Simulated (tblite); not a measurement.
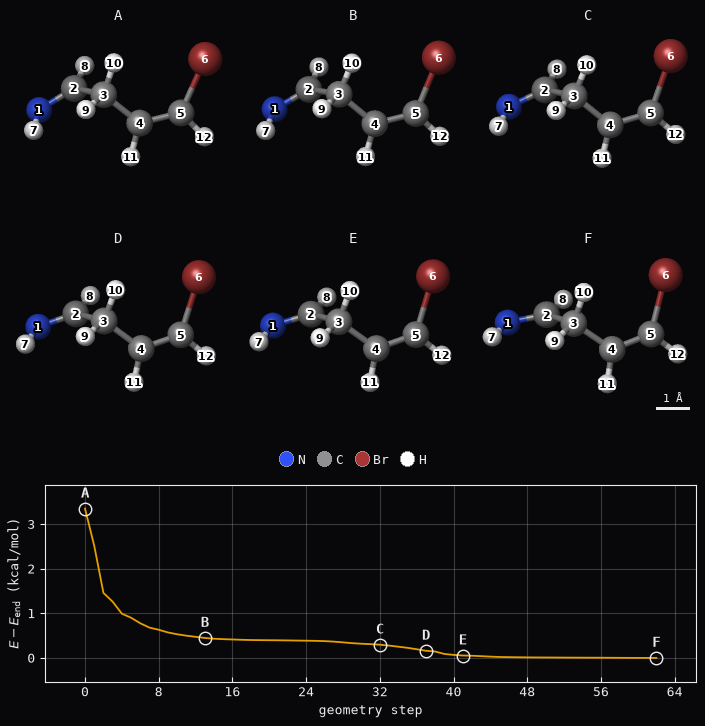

Frames of a relaxation of C₄H₆BrN, marked on the history of the run. The picture is a ball-and-stick view, seen face on.

Method: GFN2-xTB geometry optimisation, gas phase in tblite. 

What happens along the run?

The energy falls by 3.35 kcal/mol in 62 geometry steps. The atom that moves furthest after the best rigid fit is H7 (0.62 Å). By element the largest moves are H 0.62 Å, Br 0.41 Å, N 0.33 Å, C 0.18 Å. Among the contacts that change: C5–Br6 1.855 → 1.896 Å, N1–C2 1.286 → 1.248 Å, C4–H11 1.101 → 1.082 Å, C2–C3 1.525 → 1.512 Å. Among the angles between lasting bonds that change: N1–C2–C3 122.8° → 128.3°, C4–C3–H10 114.1° → 110.0°, C2–N1–H7 111.9° → 115.7°. Groups turn about C2–C3 by about 25°. From step 0 to 13: H7 moves most (0.12 Å), energy −2.90 kcal/mol. From step 13 to 32: H7 moves most (0.15 Å), energy −0.15 kcal/mol. From step 32 to 37: H7 moves most (0.19 Å), energy −0.14 kcal/mol. From step 37 to 41: H7 moves most (0.09 Å), energy −0.11 kcal/mol. From step 41 to 62: H7 moves most (0.16 Å), energy −0.05 kcal/mol.

```
step  E − E(0), kcal/mol
   0                0.00
   1               -0.83
   2               -1.89
   3               -2.09
   4               -2.36
   5               -2.45
   6               -2.57
   7               -2.67
   8               -2.72
   9               -2.78
  10               -2.82
  13               -2.90
  15               -2.93
  18               -2.95
  21               -2.95
  24               -2.96
  26               -2.97
  29               -3.02
  32               -3.05
  35               -3.12
  37               -3.19
  40               -3.28
  43               -3.31
  46               -3.33
  48               -3.34
  51               -3.34
  54               -3.34
  57               -3.34
  59               -3.35
  62               -3.35
```
